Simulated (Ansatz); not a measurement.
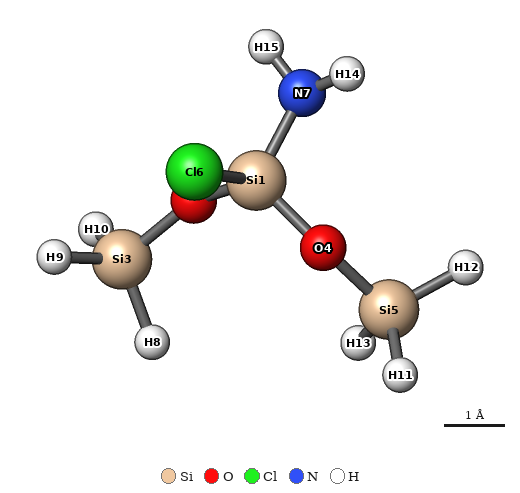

*The structure as given in the input (ball-and-stick view, seen at a tilt; atoms are numbered from 1 in the order of the input).*

Bond lengths as drawn: Cl–Si 2.05 Å, H–N 1.01 Å, H–Si 1.48 Å, N–Si 1.72 Å and O–Si 1.60 to 1.65 Å.

# Geometry relaxation of Si₃NH₈ClO₂ (part 1 of 2)

Si₃NH₈ClO₂, computed with RKS PBE0-D4/def2-TZVP (Ansatz 0.2.0).

Figures and captions count atoms from 1; the log counts them from 0 in places.

### What the program printed
```
Functional definition: PBE0
  name "PBE0"
  cite "Adamo & Barone, J. Chem. Phys. 110, 6158 (1999) doi:10.1063/1.478522"
  cite "Perdew, Burke & Ernzerhof, Phys. Rev. Lett. 77, 3865 (1996) doi:10.1103/PhysRevLett.77.3865"
  parent pbe
  parameter a = 0.25
  parameter kappa = 0.804
  parameter beta = 0.06672455060314922
  exchange = (1 - a)*pbe_x(kappa = kappa, mu = beta*pi^2/3) + a*exact_x
  correlation = pbe_c(beta = beta)
1881 factors; their error is unknown
mean field evaluation 1: about -41847.7322 eV, gradient 8.9e1 eV
mean field evaluation 2: about -41828.4838 eV, gradient 1.3e2 eV
mean field evaluation 4: about -41860.4616 eV, gradient 7.0e0 eV
mean field evaluation 8: about -41860.5510 eV, gradient 1.0e-1 eV
mean field evaluation 16: about -41860.6993 eV, gradient 1.7e-4 eV
mean field -41860.69933086 eV, -1538.3523262081 hartree, gradient 4.5e-5 eV, S^2 0.000000; 0 other end points of the search recorded, 0 dependent functions left out
the calculation of the forces begins
reference -41860.69937535 eV, -1538.3523278429 hartree; 45, 45 occupied and 244, 244 virtual orbitals, 1881 factors
relax step   1: F+E_penalty+E_count = -41861.10518643 eV  Δ(F+E_penalty+E_count) = +0.000e0 eV  max|allowed force component| = 7.309e-1 eV/Å  Δτ_max = 0.0000 Å  (29 SCF iters, accepted)
these checks for a lower state are left out or cut short: starts, cluster_reference, orbital_swaps, neighbouring_geometries, increment
1881 factors; their error is unknown
mean field -41860.71542793 eV, -1538.3529177645 hartree, gradient 1.0e-5 eV, S^2 0.000000; 0 other end points of the search recorded, 0 dependent functions left out
[... from here on the field's lines of each further geometry are left out, up to the last ...]
relax step   2: F+E_penalty+E_count = -41861.12175190 eV  Δ(F+E_penalty+E_count) = -1.657e-2 eV  max|allowed force component| = 4.116e-1 eV/Å  Δτ_max = 0.0342 Å  (32 SCF iters, accepted)
relax step   3: F+E_penalty+E_count = -41861.12854516 eV  Δ(F+E_penalty+E_count) = -6.793e-3 eV  max|allowed force component| = 1.395e-1 eV/Å  Δτ_max = 0.0177 Å  (32 SCF iters, accepted)
relax step   4: F+E_penalty+E_count = -41861.12960464 eV  Δ(F+E_penalty+E_count) = -1.059e-3 eV  max|allowed force component| = 2.399e-1 eV/Å  Δτ_max = 0.0405 Å  (33 SCF iters, accepted)
relax step   5: F+E_penalty+E_count = -41861.13266247 eV  Δ(F+E_penalty+E_count) = -3.058e-3 eV  max|allowed force component| = 5.886e-2 eV/Å  Δτ_max = 0.0158 Å  (33 SCF iters, accepted)
relax step   6: F+E_penalty+E_count = -41861.13325632 eV  Δ(F+E_penalty+E_count) = -5.938e-4 eV  max|allowed force component| = 6.590e-2 eV/Å  Δτ_max = 0.0128 Å  (31 SCF iters, accepted)
relax step   7: F+E_penalty+E_count = -41861.13357822 eV  Δ(F+E_penalty+E_count) = -3.219e-4 eV  max|allowed force component| = 2.292e-2 eV/Å  Δτ_max = 0.0115 Å  (32 SCF iters, accepted)
relax step   8: F+E_penalty+E_count = -41861.13389185 eV  Δ(F+E_penalty+E_count) = -3.136e-4 eV  max|allowed force component| = 2.088e-2 eV/Å  Δτ_max = 0.0160 Å  (32 SCF iters, accepted)
relax step   9: F+E_penalty+E_count = -41861.13411249 eV  Δ(F+E_penalty+E_count) = -2.206e-4 eV  max|allowed force component| = 4.479e-2 eV/Å  Δτ_max = 0.0484 Å  (32 SCF iters, accepted)
relax step  10: F+E_penalty+E_count = -41861.13458129 eV  Δ(F+E_penalty+E_count) = -4.688e-4 eV  max|allowed force component| = 3.420e-2 eV/Å  Δτ_max = 0.0102 Å  (32 SCF iters, accepted)
relax step  11: F+E_penalty+E_count = -41861.13446755 eV  Δ(F+E_penalty+E_count) = +1.137e-4 eV  max|allowed force component| = 5.373e-2 eV/Å  Δτ_max = 0.0268 Å  (32 SCF iters, rejected (line search))
relax step  12: F+E_penalty+E_count = -41861.13481506 eV  Δ(F+E_penalty+E_count) = -2.338e-4 eV  max|allowed force component| = 1.409e-2 eV/Å  Δτ_max = 0.0130 Å  (33 SCF iters, accepted)
relax step  13: F+E_penalty+E_count = -41861.13496338 eV  Δ(F+E_penalty+E_count) = -1.483e-4 eV  max|allowed force component| = 3.110e-2 eV/Å  Δτ_max = 0.0268 Å  (32 SCF iters, accepted)
relax step  14: F+E_penalty+E_count = -41861.13513557 eV  Δ(F+E_penalty+E_count) = -1.722e-4 eV  max|allowed force component| = 4.227e-2 eV/Å  Δτ_max = 0.0374 Å  (31 SCF iters, accepted)
relax step  15: F+E_penalty+E_count = -41861.13530336 eV  Δ(F+E_penalty+E_count) = -1.678e-4 eV  max|allowed force component| = 2.885e-2 eV/Å  Δτ_max = 0.0350 Å  (31 SCF iters, accepted)
relax step  16: F+E_penalty+E_count = -41861.13547533 eV  Δ(F+E_penalty+E_count) = -1.720e-4 eV  max|allowed force component| = 2.991e-2 eV/Å  Δτ_max = 0.0387 Å  (31 SCF iters, accepted)
relax step  17: F+E_penalty+E_count = -41861.13564186 eV  Δ(F+E_penalty+E_count) = -1.665e-4 eV  max|allowed force component| = 3.499e-2 eV/Å  Δτ_max = 0.0346 Å  (31 SCF iters, accepted)
relax step  18: F+E_penalty+E_count = -41861.13578630 eV  Δ(F+E_penalty+E_count) = -1.444e-4 eV  max|allowed force component| = 3.435e-2 eV/Å  Δτ_max = 0.0370 Å  (32 SCF iters, accepted)
relax step  19: F+E_penalty+E_count = -41861.13593444 eV  Δ(F+E_penalty+E_count) = -1.481e-4 eV  max|allowed force component| = 3.224e-2 eV/Å  Δτ_max = 0.0288 Å  (31 SCF iters, accepted)
relax step  20: F+E_penalty+E_count = -41861.13606252 eV  Δ(F+E_penalty+E_count) = -1.281e-4 eV  max|allowed force component| = 1.926e-2 eV/Å  Δτ_max = 0.0202 Å  (31 SCF iters, accepted)
relax step  21: F+E_penalty+E_count = -41861.13620140 eV  Δ(F+E_penalty+E_count) = -1.389e-4 eV  max|allowed force component| = 1.739e-2 eV/Å  Δτ_max = 0.0345 Å  (31 SCF iters, accepted)
relax step  22: F+E_penalty+E_count = -41861.13628781 eV  Δ(F+E_penalty+E_count) = -8.641e-5 eV  max|allowed force component| = 1.929e-2 eV/Å  Δτ_max = 0.0315 Å  (31 SCF iters, accepted)
relax step  23: F+E_penalty+E_count = -41861.13629526 eV  Δ(F+E_penalty+E_count) = -7.453e-6 eV  max|allowed force component| = 4.232e-2 eV/Å  Δτ_max = 0.1029 Å  (30 SCF iters, accepted)
relax step  24: F+E_penalty+E_count = -41861.13643756 eV  Δ(F+E_penalty+E_count) = -1.423e-4 eV  max|allowed force component| = 1.259e-2 eV/Å  Δτ_max = 0.0504 Å  (31 SCF iters, accepted)
relax step  25: F+E_penalty+E_count = -41861.13650438 eV  Δ(F+E_penalty+E_count) = -6.681e-5 eV  max|allowed force component| = 1.117e-2 eV/Å  Δτ_max = 0.0148 Å  (32 SCF iters, accepted)
relax step  26: F+E_penalty+E_count = -41861.13666514 eV  Δ(F+E_penalty+E_count) = -1.608e-4 eV  max|allowed force component| = 1.540e-2 eV/Å  Δτ_max = 0.0710 Å  (31 SCF iters, accepted)
relax step  27: F+E_penalty+E_count = -41861.13668685 eV  Δ(F+E_penalty+E_count) = -2.171e-5 eV  max|allowed force component| = 2.317e-2 eV/Å  Δτ_max = 0.0465 Å  (30 SCF iters, accepted)
relax step  28: F+E_penalty+E_count = -41861.13675068 eV  Δ(F+E_penalty+E_count) = -6.384e-5 eV  max|allowed force component| = 1.450e-2 eV/Å  Δτ_max = 0.0027 Å  (24 SCF iters, accepted)
relax step  29: F+E_penalty+E_count = -41861.13679995 eV  Δ(F+E_penalty+E_count) = -4.927e-5 eV  max|allowed force component| = 4.316e-2 eV/Å  Δτ_max = 0.0109 Å  (32 SCF iters, accepted)
relax step  30: F+E_penalty+E_count = -41861.13686475 eV  Δ(F+E_penalty+E_count) = -6.480e-5 eV  max|allowed force component| = 1.841e-2 eV/Å  Δτ_max = 0.0262 Å  (31 SCF iters, accepted)
relax step  31: F+E_penalty+E_count = -41861.13691011 eV  Δ(F+E_penalty+E_count) = -4.536e-5 eV  max|allowed force component| = 9.989e-3 eV/Å  Δτ_max = 0.0353 Å  (32 SCF iters, accepted)
relax step  32: F+E_penalty+E_count = -41861.13693808 eV  Δ(F+E_penalty+E_count) = -2.798e-5 eV  max|allowed force component| = 1.569e-2 eV/Å  Δτ_max = 0.0201 Å  (32 SCF iters, accepted)
relax step  33: F+E_penalty+E_count = -41861.13697671 eV  Δ(F+E_penalty+E_count) = -3.863e-5 eV  max|allowed force component| = 2.237e-2 eV/Å  Δτ_max = 0.0431 Å  (30 SCF iters, accepted)
relax step  34: F+E_penalty+E_count = -41861.13699941 eV  Δ(F+E_penalty+E_count) = -2.270e-5 eV  max|allowed force component| = 1.521e-2 eV/Å  Δτ_max = 0.0263 Å  (32 SCF iters, accepted)
relax step  35: F+E_penalty+E_count = -41861.13702619 eV  Δ(F+E_penalty+E_count) = -2.678e-5 eV  max|allowed force component| = 1.147e-2 eV/Å  Δτ_max = 0.0048 Å  (24 SCF iters, accepted)
relax step  36: F+E_penalty+E_count = -41861.13705370 eV  Δ(F+E_penalty+E_count) = -2.751e-5 eV  max|allowed force component| = 1.167e-2 eV/Å  Δτ_max = 0.0071 Å  (25 SCF iters, accepted)
relax step  37: F+E_penalty+E_count = -41861.13707367 eV  Δ(F+E_penalty+E_count) = -1.997e-5 eV  max|allowed force component| = 1.544e-2 eV/Å  Δτ_max = 0.0158 Å  (33 SCF iters, accepted)
relax step  38: F+E_penalty+E_count = -41861.13710212 eV  Δ(F+E_penalty+E_count) = -2.845e-5 eV  max|allowed force component| = 1.008e-2 eV/Å  Δτ_max = 0.0377 Å  (31 SCF iters, accepted)
relax step  39: F+E_penalty+E_count = -41861.13711350 eV  Δ(F+E_penalty+E_count) = -1.138e-5 eV  max|allowed force component| = 6.015e-3 eV/Å  Δτ_max = 0.0324 Å  (31 SCF iters, accepted)
the calculation of the forces begins
reference -41860.73131261 eV, -1538.3535015157 hartree; 45, 45 occupied and 244, 244 virtual orbitals, 1881 factors
relax step  40: F+E_penalty+E_count = -41861.13712199 eV  Δ(F+E_penalty+E_count) = -8.492e-6 eV  max|allowed force component| = 4.519e-3 eV/Å  Δτ_max = 0.0054 Å  (24 SCF iters, accepted)
1881 factors; their error is unknown
mean field evaluation 288: about -41860.5838 eV, gradient 2.4e-1 eV
```

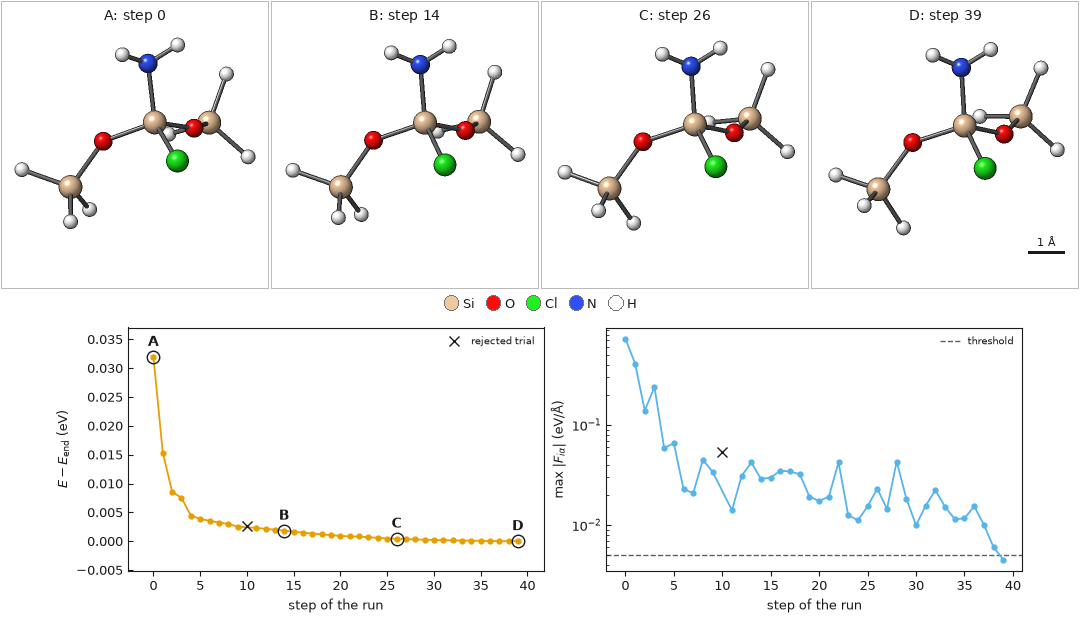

*Frames of the relaxation (ball-and-stick view, seen at a tilt) above the curves, on which the letters mark them (the first geometry is step 0 here and step 1 in the log).*

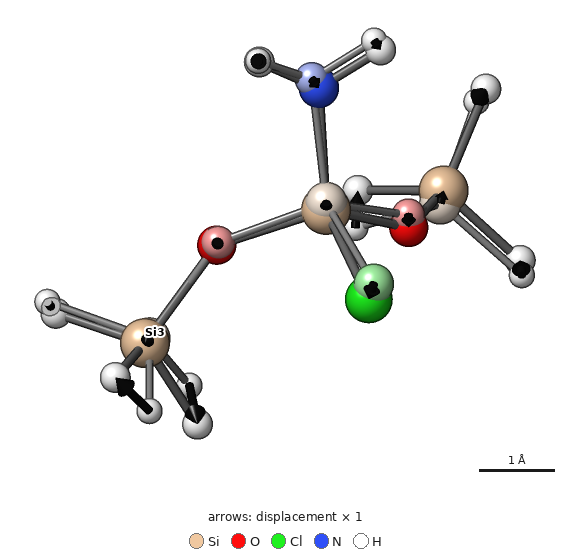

*Start (faint) and end (solid) with the displacements as black arrows, at true length (ball-and-stick view, seen at a tilt). The two geometries are laid on each other by the best rigid fit.*

After 39 geometry steps the energy has fallen by 0.032 eV. Largest force component: 0.73 eV/Å at the start, 0.0045 eV/Å at the end. The line search rejected the trial step at point 10 (counted from 0) and went back. The atom that moves furthest after the best rigid fit is H8 (0.85 Å). By element the largest moves are H 0.85 Å, Cl 0.27 Å, O 0.19 Å, Si 0.18 Å, N 0.17 Å. Among the contacts that change: Si1–N7 1.716 → 1.691 Å, Si1–O4 1.603 → 1.615 Å, Si1–Cl6 2.047 → 2.057 Å, Si5–H12 1.481 → 1.485 Å. Among the angles that change: Si1–O4–Si5 149.1° → 142.8°, Si1–O2–Si3 146.8° → 142.7°, Si1–N7–H14 116.7° → 120.1°. (Atoms are counted from 1 in the order of the input.)

```
mean field -41860.73126799 eV, -1538.3534998759 hartree, gradient 1.8e-5 eV, S^2 0.000000; 1 other end points of the search recorded, 0 dependent functions left out
the calculation of the forces begins
reference -41860.73131261 eV, -1538.3535015157 hartree; 45, 45 occupied and 244, 244 virtual orbitals, 1881 factors
Total energy: -41861.13716662 eV, -1538.3684163753 hartree
Atom 0 at     0.818646     0.254612     1.339527 Å, force     0.000220    -0.000898     0.003216 eV/Å
Atom 1 at    -0.732243     0.604984     1.053725 Å, force    -0.001635    -0.000728     0.000955 eV/Å
Atom 2 at    -2.236917     0.505163     1.706727 Å, force    -0.000905     0.000315     0.003032 eV/Å
Atom 3 at     1.187929    -1.277759     0.988384 Å, force    -0.002453     0.000253    -0.002738 eV/Å
Atom 4 at     1.338639    -2.334003    -0.258501 Å, force    -0.000338    -0.000700     0.001898 eV/Å
Atom 5 at     1.123140     0.422951     3.366573 Å, force    -0.000083    -0.000796    -0.001443 eV/Å
Atom 6 at     1.753100     1.299655     0.394459 Å, force     0.003676     0.001088     0.001071 eV/Å
Atom 7 at    -2.505945    -0.880922     2.166595 Å, force     0.000791     0.004519    -0.002119 eV/Å
Atom 8 at    -2.359264     1.441907     2.851186 Å, force     0.000470    -0.002922    -0.003964 eV/Å
Atom 9 at    -3.203554     0.878720     0.646585 Å, force     0.001478    -0.001180     0.001953 eV/Å
Atom 10 at     1.476419    -3.693682     0.314575 Å, force     0.000870     0.000287    -0.000638 eV/Å
Atom 11 at     2.546417    -2.003999    -1.057638 Å, force    -0.002235    -0.000667     0.000766 eV/Å
Atom 12 at     0.138491    -2.275319    -1.131399 Å, force     0.002160     0.000783     0.000130 eV/Å
Atom 13 at     2.754978     1.200003     0.372071 Å, force    -0.000630     0.001884    -0.001239 eV/Å
Atom 14 at     1.476709     2.263269     0.298662 Å, force    -0.001386    -0.001237    -0.000881 eV/Å
Dipole moment:     0.108945     0.184155    -0.284032 e Å
```

### Trajectory as extended XYZ (Å, eV, eV/Å), 15 of the 40 frames kept, from step=1 to step=40
```
15
Properties=species:S:1:pos:R:3:forces:R:3 step=1 energy=-41861.10519
Si    0.9055    0.3645    1.3419    0.3251   0.7309  -0.5821
O    -0.6537    0.7014    1.1193   -0.3191  -0.1321   0.0959
Si   -2.2071    0.3961    1.5698    0.2515   0.0874   0.0396
O     1.3076   -1.1337    0.9372   -0.0143  -0.4393  -0.1866
Si    1.2124   -2.3830   -0.1341    0.0583   0.1132   0.4405
Cl    1.3365    0.5821    3.3309   -0.0301  -0.0718   0.1470
N     1.7668    1.4563    0.3356   -0.0771  -0.2449   0.3694
H    -2.5276   -1.0317    1.3269   -0.0234  -0.0233  -0.0155
H    -2.3725    0.7079    3.0113   -0.0409  -0.0138  -0.0002
H    -3.0872    1.2670    0.7579   -0.0244  -0.0083  -0.0195
H     1.4676   -3.6238    0.6390   -0.0070  -0.0146  -0.0670
H     2.2506   -2.2269   -1.1781   -0.0057   0.0336  -0.0720
H    -0.1415   -2.4434   -0.7334   -0.0203   0.0373  -0.0664
H     2.7690    1.3348    0.2875   -0.0548   0.0050  -0.0289
H     1.5500    2.4380    0.4396   -0.0176  -0.0591  -0.0541
15
Properties=species:S:1:pos:R:3:forces:R:3 step=4 energy=-41861.12961
Si    0.9009    0.3760    1.3228    0.0847   0.1711   0.0188
O    -0.6632    0.7021    1.0951   -0.0151  -0.0604  -0.0268
Si   -2.2009    0.4024    1.5840    0.0102   0.0079  -0.0098
O     1.3108   -1.1349    0.9436   -0.0327  -0.0755  -0.0236
Si    1.2235   -2.3830   -0.1155   -0.0117   0.0667  -0.0146
Cl    1.2602    0.5425    3.3428   -0.0031  -0.0099  -0.0171
N     1.7882    1.4552    0.3644   -0.0322  -0.2122   0.0472
H    -2.5351   -1.0251    1.3462    0.0046  -0.0014   0.0015
H    -2.3548    0.7129    3.0268    0.0027   0.0051  -0.0037
H    -3.0980    1.2657    0.7792   -0.0050  -0.0021   0.0096
H     1.4756   -3.6405    0.6259    0.0032  -0.0061   0.0090
H     2.2512   -2.2086   -1.1728    0.0029  -0.0100   0.0032
H    -0.1234   -2.4270   -0.7405    0.0023  -0.0057   0.0072
H     2.7820    1.3372    0.2814    0.1571  -0.1074  -0.0112
H     1.5595    2.4307    0.3682   -0.1681   0.2399   0.0102
15
Properties=species:S:1:pos:R:3:forces:R:3 step=7 energy=-41861.13358
Si    0.9078    0.3802    1.3311   -0.0044  -0.0161  -0.0037
O    -0.6566    0.6940    1.0846    0.0002   0.0066  -0.0123
Si   -2.1922    0.3956    1.5791    0.0008   0.0004   0.0066
O     1.3088   -1.1363    0.9549    0.0053  -0.0010   0.0195
Si    1.2143   -2.3725   -0.1147    0.0001  -0.0026  -0.0052
Cl    1.2521    0.5428    3.3515   -0.0005   0.0010   0.0034
N     1.8002    1.4535    0.3792   -0.0016   0.0173  -0.0121
H    -2.5223   -1.0343    1.3504   -0.0020   0.0001   0.0022
H    -2.3426    0.7155    3.0202    0.0021   0.0007   0.0004
H    -3.0961    1.2527    0.7755   -0.0004  -0.0014  -0.0022
H     1.4629   -3.6364    0.6188   -0.0015   0.0007  -0.0030
H     2.2420   -2.2006   -1.1724   -0.0006   0.0024  -0.0011
H    -0.1340   -2.4097   -0.7367   -0.0008   0.0019  -0.0002
H     2.7967    1.3363    0.2927   -0.0075   0.0129   0.0051
H     1.5358    2.4247    0.3374    0.0106  -0.0229   0.0025
```
